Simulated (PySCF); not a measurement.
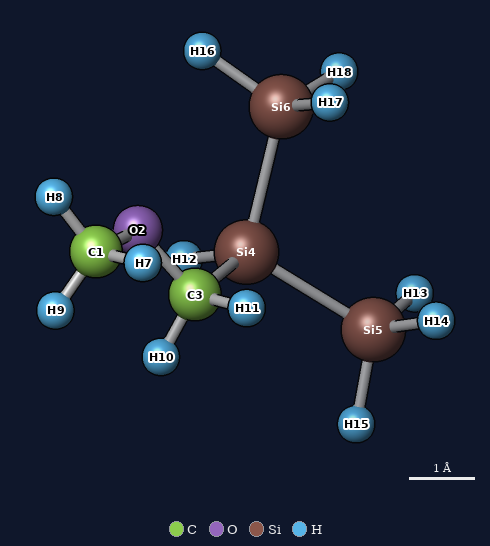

Figure 1. The input geometry of run A (ball-and-stick view, seen at a tilt; atoms are numbered from 1 in the order of the input).

# C2H12OSi3: a changed input and its effect

System: C2H12OSi3, SMILES COC[SiH]([SiH3])[SiH3].
Method of run A: GIAO mPW1PW91/pcSseg-1 NMR shielding, non-relativistic, gas phase (PySCF 2.14.0).

The geometry comes from this level: PBE0-D3(BJ)/def2-SVP. Text and figures count atoms from 1; the logs count them from 0 in places.

**The input, run A**
```
{"job": {"kind": "nmr", "xc": "mPW1PW91", "basis": "pcSseg-1", "pop": false}, "charge": 0, "multiplicity": 1}
C     -2.959329     0.658241     0.334352
O     -1.648464     0.714490    -0.140742
C     -0.970119    -0.510734    -0.072007
Si     0.794430    -0.212040    -0.732149
Si     2.232020    -1.933625    -0.047111
Si     1.486778     1.813486     0.218499
H     -2.998861     0.344300     1.396173
H     -3.392554     1.664655     0.248791
H     -3.580243    -0.045917    -0.253824
H     -1.486600    -1.298745    -0.658799
H     -0.912840    -0.882861     0.973598
H      0.783127    -0.126920    -2.227132
H      3.620182    -1.656862    -0.530728
H      2.255175    -1.994108     1.448608
H      1.802126    -3.270508    -0.564990
H      0.761503     2.981092    -0.363944
H      1.229513     1.755949     1.691634
H      2.956783     2.013008     0.013579
```

The first line tells a small driver script what to run in PySCF; the rest is the geometry in Å.

Command:
```bash
OMP_NUM_THREADS=1 python <driver script> task.json out
```

Hardware: 1 CPU thread, shared host.

**Output (run A)**
```
coarse grid: 15576 points
cycle   1  E = -1026.9580581453  dE =  6.242e-02  |g| = 5.181e-01  |ddm| = 3.579e+00
cycle   2  E = -1026.8948907739  dE =  6.317e-02  |g| = 7.822e-01  |ddm| = 1.289e+00
cycle   3  E = -1027.0097832563  dE = -1.149e-01  |g| = 5.722e-02  |ddm| = 8.812e-01
cycle   4  E = -1027.0102940029  dE = -5.107e-04  |g| = 1.730e-02  |ddm| = 4.416e-02
cycle   5  E = -1027.0103568757  dE = -6.287e-05  |g| = 6.931e-03  |ddm| = 1.996e-02
cycle   6  E = -1027.0103688119  dE = -1.194e-05  |g| = 8.856e-04  |ddm| = 7.581e-03
cycle   7  E = -1027.0103689936  dE = -1.817e-07  |g| = 3.240e-04  |ddm| = 1.167e-03
final grid: 133872 points
cycle   8  E = -1027.0527734189  dE = -2.102e-05  |g| = 6.732e-03  |ddm| = 1.858e-02
cycle   9  E = -1027.0527659326  dE =  7.486e-06  |g| = 9.432e-03  |ddm| = 9.245e-03
cycle  10  E = -1027.0527816451  dE = -1.571e-05  |g| = 7.268e-04  |ddm| = 5.795e-03
cycle  11  E = -1027.0527817635  dE = -1.184e-07  |g| = 1.255e-04  |ddm| = 8.613e-04
cycle  12  E = -1027.0527817672  dE = -3.678e-09  |g| = 3.386e-05  |ddm| = 1.728e-04
cycle  13  E = -1027.0527817675  dE = -2.792e-10  |g| = 1.350e-05  |ddm| = 5.006e-05
converged SCF energy = -1027.0527817675

GIAO shielding tensors (ppm)
atom      isotropic    diamagn.    paramagn.     s11        s22        s33       span
  0 C      120.134     242.381    -122.247     88.660     90.000    181.742     93.082
  1 O      319.985     399.697     -79.712    301.869    321.252    336.833     34.963
  2 C      122.381     253.063    -130.683     84.642     99.452    183.049     98.407
  3 Si     422.775     882.179    -459.404    390.049    404.245    474.030     83.981
  4 Si     456.751     880.410    -423.659    450.767    453.467    466.021     15.254
  5 Si     452.652     880.547    -427.895    447.326    448.733    461.896     14.570
  6 H       28.318      28.921      -0.603     24.447     26.086     34.420      9.973
  7 H       27.608      28.000      -0.392     23.410     24.946     34.467     11.057
  8 H       28.203      28.082       0.121     24.421     25.594     34.594     10.173
  9 H       27.983      32.433      -4.450     23.904     28.064     31.980      8.076
 10 H       28.452      33.770      -5.318     24.152     28.701     32.503      8.351
 11 H       27.367      29.993      -2.626     24.258     25.231     32.611      8.353
 12 H       27.879      28.780      -0.901     24.511     25.805     33.322      8.811
 13 H       27.897      29.434      -1.537     24.686     26.309     32.697      8.012
 14 H       27.777      28.879      -1.102     24.280     25.611     33.439      9.159
 15 H       27.570      29.394      -1.825     23.819     25.969     32.921      9.102
 16 H       27.887      29.900      -2.013     25.071     26.053     32.537      7.467
 17 H       27.982      29.176      -1.194     24.474     26.050     33.423      8.949
```

The input of run B differs as follows (lines with − go, lines with + come):
```diff
-"xc": "mPW1PW91"
+"xc": "PBE0"
-"pop": false
```

What does this change do to the results?

The total energies belong to different methods, so their difference says nothing on which is more stable or more accurate. Of all shieldings, the largest change is that of Si5, by +3.4 ppm. The functional changes from mPW1PW91 to PBE0. The number of SCF iterations is the same.

**Output (run B)**
```
coarse grid: 15576 points
cycle   1  E = -1026.4094430343  dE =  6.425e-02  |g| = 5.048e-01  |ddm| = 3.580e+00
cycle   2  E = -1026.3503204654  dE =  5.912e-02  |g| = 7.590e-01  |ddm| = 1.266e+00
cycle   3  E = -1026.4586883278  dE = -1.084e-01  |g| = 5.798e-02  |ddm| = 8.630e-01
cycle   4  E = -1026.4592057748  dE = -5.174e-04  |g| = 1.680e-02  |ddm| = 4.335e-02
cycle   5  E = -1026.4592639122  dE = -5.814e-05  |g| = 6.943e-03  |ddm| = 1.945e-02
cycle   6  E = -1026.4592758806  dE = -1.197e-05  |g| = 8.733e-04  |ddm| = 7.524e-03
cycle   7  E = -1026.4592760571  dE = -1.765e-07  |g| = 3.180e-04  |ddm| = 1.135e-03
final grid: 133872 points
cycle   8  E = -1026.5031595701  dE = -1.799e-05  |g| = 9.693e-03  |ddm| = 1.903e-02
cycle   9  E = -1026.5031440405  dE =  1.553e-05  |g| = 1.352e-02  |ddm| = 1.343e-02
cycle  10  E = -1026.5031764924  dE = -3.245e-05  |g| = 1.085e-03  |ddm| = 8.449e-03
cycle  11  E = -1026.5031767437  dE = -2.513e-07  |g| = 1.816e-04  |ddm| = 1.265e-03
cycle  12  E = -1026.5031767511  dE = -7.462e-09  |g| = 4.626e-05  |ddm| = 2.450e-04
cycle  13  E = -1026.5031767516  dE = -5.002e-10  |g| = 1.787e-05  |ddm| = 6.638e-05
converged SCF energy = -1026.5031767516

GIAO shielding tensors (ppm)
atom      isotropic    diamagn.    paramagn.     s11        s22        s33       span
  0 C      120.949     242.469    -121.521     89.248     90.580    183.018     93.770
  1 O      320.425     399.392     -78.967    302.166    321.495    337.614     35.448
  2 C      123.013     252.874    -129.862     85.175     99.948    183.915     98.740
  3 Si     425.310     882.020    -456.710    392.257    406.416    477.258     85.001
  4 Si     460.186     880.351    -420.165    454.127    457.023    469.407     15.280
  5 Si     455.967     880.468    -424.501    450.629    452.081    465.192     14.563
  6 H       28.261      28.863      -0.602     24.361     26.036     34.387     10.026
  7 H       27.533      27.968      -0.436     23.322     24.859     34.416     11.094
  8 H       28.144      28.039       0.105     24.335     25.532     34.564     10.229
  9 H       27.914      32.341      -4.427     23.839     27.987     31.916      8.077
 10 H       28.394      33.642      -5.248     24.085     28.642     32.455      8.370
 11 H       27.276      29.896      -2.620     24.164     25.121     32.544      8.380
 12 H       27.804      28.723      -0.919     24.416     25.719     33.278      8.862
 13 H       27.822      29.336      -1.514     24.590     26.226     32.651      8.060
 14 H       27.698      28.803      -1.105     24.175     25.519     33.401      9.226
 15 H       27.491      29.303      -1.812     23.715     25.877     32.883      9.169
 16 H       27.814      29.786      -1.971     24.986     25.965     32.492      7.506
 17 H       27.909      29.112      -1.203     24.381     25.967     33.379      8.998
```

**The two runs side by side**

```csv
quantity,run A,run B
outcome,converged,converged
total energy (hartree),−1027.052782,−1026.503177
HOMO (eV),−7.72,−7.68
LUMO (eV),−0.06,−0.08
dipole moment (D),1.81,1.81
shielding of C1 (ppm),120.1,120.9
shielding of O2 (ppm),320.0,320.4
shielding of C3 (ppm),122.4,123.0
shielding of Si4 (ppm),422.8,425.3
shielding of Si5 (ppm),456.8,460.2
shielding of Si6 (ppm),452.7,456.0
shielding of H12 (ppm),27.4,27.3
SCF iterations,13,13
basis functions,183,183
wall time (shared host),24 s,27 s
```
